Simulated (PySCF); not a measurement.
AsH: geometry relaxation (part 2 of 2)

The same run, continued: AsH, multiplicity 3; ROKS-olyp/lanl2dz, optimize (PySCF 2.14.0). 

**What the program printed, continued**
```
******** <class 'pyscf.scf.hf.DFSymAdaptedROKS_Scanner'> ********
method = DFSymAdaptedROKS_Scanner
initial guess = minao
damping factor = 0
level_shift factor = 0
DIIS = <class 'pyscf.scf.diis.CDIIS'>
diis_start_cycle = 1
diis_space = 8
diis_damp = 0
SCF conv_tol = 1e-09
SCF conv_tol_grad = None
SCF max_cycles = 50
direct_scf = False
num. doubly occ = 2  num. singly occ = 2
XC library pyscf.dft.libxc version 7.0.0
    S. Lehtola, C. Steigemann, M. J.T. Oliveira, and M. A.L. Marques.,  SoftwareX 7, 1–5 (2018)
XC functionals = olyp
    N. C. Handy and A. J. Cohen.,  Mol. Phys. 99, 403 (2001)
    C. Lee, W. Yang, and R. G. Parr.,  Phys. Rev. B 37, 785 (1988)
    B. Miehlich, A. Savin, H. Stoll, and H. Preuss.,  Chem. Phys. Lett. 157, 200 (1989)
radial grids:
    Treutler-Ahlrichs [JCP 102, 346 (1995); DOI:10.1063/1.469408] (M4) radial grids

becke partition: Becke, JCP 88, 2547 (1988); DOI:10.1063/1.454033
pruning grids: <function nwchem_prune>
grids dens level: 3
symmetrized grids: True
atomic radii adjust function: <function treutler_atomic_radii_adjust>
User specified grid scheme (99, 590)
small_rho_cutoff = 0
Freeze 0 electrons in irreps []
    6 free electrons in irreps A1 E1x E1y
Set gradient conv threshold to 3.16228e-05
tot grids = 61576
init E= -6.65493132512966
HOMO (E1y) = -0.17304031746331  LUMO (A1) = 0.0174643317677191
cycle= 1 E= -6.65885901181356  delta_E= -0.00393  |g|= 0.00577  |ddm|= 0.0126
HOMO (E1y) = -0.171823498029367  LUMO (A1) = 0.0200558206149696
cycle= 2 E= -6.65885844994525  delta_E= 5.62e-07  |g|= 0.00604  |ddm|= 0.0194
HOMO (E1y) = -0.171413604406239  LUMO (A1) = 0.0195340053527142
cycle= 3 E= -6.65888045079155  delta_E= -2.2e-05  |g|= 0.000338  |ddm|= 0.00907
HOMO (E1y) = -0.171573604227748  LUMO (A1) = 0.0194602432158028
cycle= 4 E= -6.65888052349677  delta_E= -7.27e-08  |g|= 1.01e-05  |ddm|= 0.000509
HOMO (E1y) = -0.171564972014357  LUMO (A1) = 0.0194675646689945
cycle= 5 E= -6.65888052357309  delta_E= -7.63e-11  |g|= 1.12e-06  |ddm|= 2.11e-05
HOMO (E1y) = -0.171565027035002  LUMO (A1) = 0.0194676924734274
Extra cycle  E= -6.65888052357303  delta_E= 6.39e-14  |g|= 1.24e-06  |ddm|= 4.03e-06
converged SCF energy = -6.65888052357303

******** <class 'pyscf.grad.rhf.Gradients_Scanner'> for <class 'pyscf.scf.hf.DFSymAdaptedROKS_Scanner'> ********
unit = Eh/Bohr
grid_response = True
--------------- DFSymAdaptedROKS_Scanner gradients ---------------
         x                y                z
0 As     0.0000000000     0.0000000000    -0.0017402593
1 H     0.0000000000     0.0000000000     0.0017402593
----------------------------------------------
cycle 3: E = -6.65888052357  dE = -7.23157e-05  norm(grad) = 0.0024611
Step    2 : Displace = 1.165e-02/1.165e-02 (rms/max) Trust = 1.414e-01 (+) Grad = 1.740e-03/1.740e-03 (rms/max) E (change) = -6.6588805236 (-7.232e-05) Quality = 0.639
Hessian Eigenvalues: 5.00000e-02 5.00000e-02 5.00000e-02 ... 5.00000e-02 5.00000e-02 1.56293e-01

Geometry optimization cycle 4
Cartesian coordinates (Angstrom)
 Atom        New coordinates             dX        dY        dZ
  As   0.000000   0.000000   0.072332    0.000000  0.000000  0.002946
   H   0.000000   0.000000   1.646668    0.000000  0.000000 -0.002946
New geometry
   1 As     0.000000000000   0.000000000000   0.072331828908 AA    0.000000000000   0.000000000000   0.136687346725 Bohr
   2 H      0.000000000000   0.000000000000   1.646668171092 AA    0.000000000000   0.000000000000   3.111751861402 Bohr

******** <class 'pyscf.scf.hf.DFSymAdaptedROKS_Scanner'> ********
method = DFSymAdaptedROKS_Scanner
initial guess = minao
damping factor = 0
level_shift factor = 0
DIIS = <class 'pyscf.scf.diis.CDIIS'>
diis_start_cycle = 1
diis_space = 8
diis_damp = 0
SCF conv_tol = 1e-09
SCF conv_tol_grad = None
SCF max_cycles = 50
direct_scf = False
num. doubly occ = 2  num. singly occ = 2
XC library pyscf.dft.libxc version 7.0.0
    S. Lehtola, C. Steigemann, M. J.T. Oliveira, and M. A.L. Marques.,  SoftwareX 7, 1–5 (2018)
XC functionals = olyp
    N. C. Handy and A. J. Cohen.,  Mol. Phys. 99, 403 (2001)
    C. Lee, W. Yang, and R. G. Parr.,  Phys. Rev. B 37, 785 (1988)
    B. Miehlich, A. Savin, H. Stoll, and H. Preuss.,  Chem. Phys. Lett. 157, 200 (1989)
radial grids:
    Treutler-Ahlrichs [JCP 102, 346 (1995); DOI:10.1063/1.469408] (M4) radial grids

becke partition: Becke, JCP 88, 2547 (1988); DOI:10.1063/1.454033
pruning grids: <function nwchem_prune>
grids dens level: 3
symmetrized grids: True
atomic radii adjust function: <function treutler_atomic_radii_adjust>
User specified grid scheme (99, 590)
small_rho_cutoff = 0
Freeze 0 electrons in irreps []
    6 free electrons in irreps A1 E1x E1y
Set gradient conv threshold to 3.16228e-05
tot grids = 61576
init E= -6.65988072791685
HOMO (E1y) = -0.171122680207249  LUMO (A1) = 0.0213618651473172
cycle= 1 E= -6.65888927441492  delta_E= 0.000991  |g|= 0.00144  |ddm|= 0.00315
HOMO (E1y) = -0.171445943989014  LUMO (A1) = 0.0206978333672381
cycle= 2 E= -6.65888926179316  delta_E= 1.26e-08  |g|= 0.0015  |ddm|= 0.00488
HOMO (E1y) = -0.171545411550518  LUMO (A1) = 0.0208276833470875
cycle= 3 E= -6.65889061770632  delta_E= -1.36e-06  |g|= 8.34e-05  |ddm|= 0.00227
HOMO (E1y) = -0.171505200242719  LUMO (A1) = 0.0208464480720597
cycle= 4 E= -6.65889062216051  delta_E= -4.45e-09  |g|= 2.33e-06  |ddm|= 0.000127
HOMO (E1y) = -0.171507217036057  LUMO (A1) = 0.0208447258146919
cycle= 5 E= -6.65889062216451  delta_E= -4e-12  |g|= 2.37e-07  |ddm|= 4.77e-06
HOMO (E1y) = -0.171507208724273  LUMO (A1) = 0.0208446933927454
Extra cycle  E= -6.65889062216451  delta_E= 5.33e-15  |g|= 2.64e-07  |ddm|= 8.58e-07
converged SCF energy = -6.65889062216451

******** <class 'pyscf.grad.rhf.Gradients_Scanner'> for <class 'pyscf.scf.hf.DFSymAdaptedROKS_Scanner'> ********
unit = Eh/Bohr
grid_response = True
--------------- DFSymAdaptedROKS_Scanner gradients ---------------
         x                y                z
0 As     0.0000000000     0.0000000000    -0.0000663294
1 H     0.0000000000     0.0000000000     0.0000663294
----------------------------------------------
cycle 4: E = -6.65889062216  dE = -1.00986e-05  norm(grad) = 9.38039e-05
Step    3 : Displace = 2.946e-03/2.946e-03 (rms/max) Trust = 1.414e-01 (=) Grad = 6.633e-05/6.633e-05 (rms/max) E (change) = -6.6588906222 (-1.010e-05) Quality = 1.042
Hessian Eigenvalues: 5.00000e-02 5.00000e-02 5.00000e-02 ... 5.00000e-02 5.00000e-02 1.50336e-01

Geometry optimization cycle 5
Cartesian coordinates (Angstrom)
 Atom        New coordinates             dX        dY        dZ
  As   0.000000   0.000000   0.072449    0.000000  0.000000  0.000117
   H   0.000000   0.000000   1.646551    0.000000  0.000000 -0.000117
New geometry
   1 As     0.000000000000   0.000000000000   0.072448567292 AA    0.000000000000   0.000000000000   0.136907950299 Bohr
   2 H      0.000000000000   0.000000000000   1.646551432708 AA    0.000000000000   0.000000000000   3.111531257828 Bohr

******** <class 'pyscf.scf.hf.DFSymAdaptedROKS_Scanner'> ********
method = DFSymAdaptedROKS_Scanner
initial guess = minao
damping factor = 0
level_shift factor = 0
DIIS = <class 'pyscf.scf.diis.CDIIS'>
diis_start_cycle = 1
diis_space = 8
diis_damp = 0
SCF conv_tol = 1e-09
SCF conv_tol_grad = None
SCF max_cycles = 50
direct_scf = False
num. doubly occ = 2  num. singly occ = 2
XC library pyscf.dft.libxc version 7.0.0
    S. Lehtola, C. Steigemann, M. J.T. Oliveira, and M. A.L. Marques.,  SoftwareX 7, 1–5 (2018)
XC functionals = olyp
    N. C. Handy and A. J. Cohen.,  Mol. Phys. 99, 403 (2001)
    C. Lee, W. Yang, and R. G. Parr.,  Phys. Rev. B 37, 785 (1988)
    B. Miehlich, A. Savin, H. Stoll, and H. Preuss.,  Chem. Phys. Lett. 157, 200 (1989)
radial grids:
    Treutler-Ahlrichs [JCP 102, 346 (1995); DOI:10.1063/1.469408] (M4) radial grids

becke partition: Becke, JCP 88, 2547 (1988); DOI:10.1063/1.454033
pruning grids: <function nwchem_prune>
grids dens level: 3
symmetrized grids: True
atomic radii adjust function: <function treutler_atomic_radii_adjust>
User specified grid scheme (99, 590)
small_rho_cutoff = 0
Freeze 0 electrons in irreps []
    6 free electrons in irreps A1 E1x E1y
Set gradient conv threshold to 3.16228e-05
tot grids = 61576
init E= -6.65892995718608
HOMO (E1y) = -0.171489877882131  LUMO (A1) = 0.0209197363692031
cycle= 1 E= -6.65889063445183  delta_E= 3.93e-05  |g|= 5.76e-05  |ddm|= 0.000125
HOMO (E1y) = -0.171502463460289  LUMO (A1) = 0.0208935235305548
cycle= 2 E= -6.65889063442858  delta_E= 2.32e-11  |g|= 6e-05  |ddm|= 0.000195
HOMO (E1y) = -0.171506460457536  LUMO (A1) = 0.0208986915715186
cycle= 3 E= -6.65889063658677  delta_E= -2.16e-09  |g|= 3.3e-06  |ddm|= 9.04e-05
HOMO (E1y) = -0.171504871105869  LUMO (A1) = 0.0208994320266676
cycle= 4 E= -6.65889063659372  delta_E= -6.95e-12  |g|= 9.43e-08  |ddm|= 5.03e-06
HOMO (E1y) = -0.171504974757516  LUMO (A1) = 0.0208993437095669
Extra cycle  E= -6.65889063659373  delta_E= -1.24e-14  |g|= 2.75e-08  |ddm|= 2.58e-07
converged SCF energy = -6.65889063659373

******** <class 'pyscf.grad.rhf.Gradients_Scanner'> for <class 'pyscf.scf.hf.DFSymAdaptedROKS_Scanner'> ********
unit = Eh/Bohr
grid_response = True
--------------- DFSymAdaptedROKS_Scanner gradients ---------------
         x                y                z
0 As     0.0000000000     0.0000000000     0.0000009171
1 H     0.0000000000     0.0000000000    -0.0000009171
----------------------------------------------
cycle 5: E = -6.65889063659  dE = -1.44292e-08  norm(grad) = 1.29695e-06
```

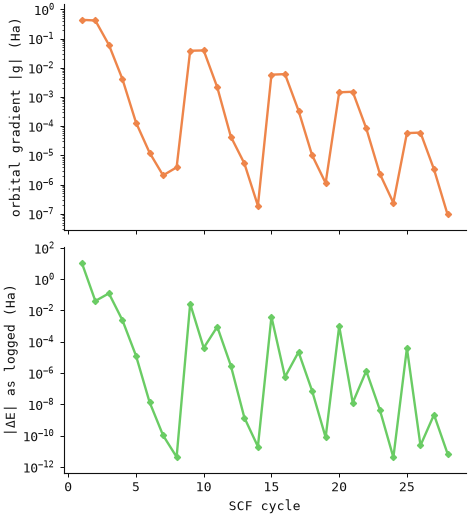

*Convergence of the self-consistent field: orbital gradient |g| and size of the energy change against the SCF cycle.*

All cycles printed in the log are drawn one after another.

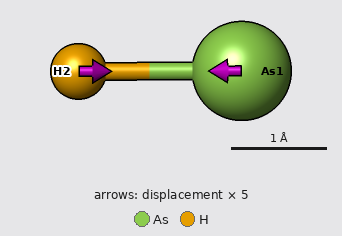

*The starting structure with the displacements as pink arrows, magnified 5 times (ball-and-stick view, seen on its broad side). The two geometries are laid on each other by the best rigid fit.*

The largest moves after the best rigid fit, 0.072 Å, are those of As1 and H2. Largest moves by element: As 0.072 Å, H 0.072 Å. Distances before and after: As1–H2 1.719 → 1.574 Å. (Atoms are counted from 1 in the order of the input.)

```
Step    4 : Displace = 1.167e-04/1.167e-04 (rms/max) Trust = 2.000e-01 (+) Grad = 9.171e-07/9.171e-07 (rms/max) E (change) = -6.6588906366 (-1.443e-08) Quality = 0.986
Hessian Eigenvalues: 5.00000e-02 5.00000e-02 5.00000e-02 ... 5.00000e-02 5.00000e-02 1.50336e-01
Converged! =D

    #| If this code has benefited your research, please support us by citing: |#
    #| Wang, L.-P.; Song, C.C. (2016) "Geometry optimization made simple with |#
    #| translation and rotation coordinates", J. Chem, Phys. 144, 214108.     |#
    #|                                     |#
optimised geometry (angstrom)
As          0.00000000        0.00000000        0.07244857
H           0.00000000        0.00000000        1.64655143
orbital energies (hartree): [-0.5117 -0.2813 -0.173  -0.173  -0.0115  0.3463  0.3503]
```

This output came from the following input.

**The input**
```python
from pyscf import gto, dft
from pyscf.geomopt.geometric_solver import optimize

mol = gto.M(
    atom='As 0 0 0; H 0 0 1.719',
    basis='lanl2dz',
    ecp={'As': 'lanl2dz'},
    charge=0,
    spin=2,
    symmetry=True,
    verbose=4,
)
mf = dft.ROKS(mol, xc='olyp')
mf = mf.density_fit(auxbasis='def2-universal-jkfit')
mf.grids.atom_grid = (99, 590)
mf.kernel()
g = mf.nuc_grad_method()
g.grid_response = True
mol_eq = optimize(g.as_scanner(), maxsteps=30)
print('optimised geometry (angstrom)')
print(mol_eq.tostring('raw'))
print('orbital energies (hartree):', mf.mo_energy[..., max(0, mol.nelec[1]-3):mol.nelec[0]+3].round(4))
```

Command:
```bash
OMP_NUM_THREADS=1 python input.py
```

**Summary**

- outcome: converged
- SCF energy at the first geometry: −6.654238 hartree
- hardware: 1 CPU thread, shared host
- wall time: 9.4 s
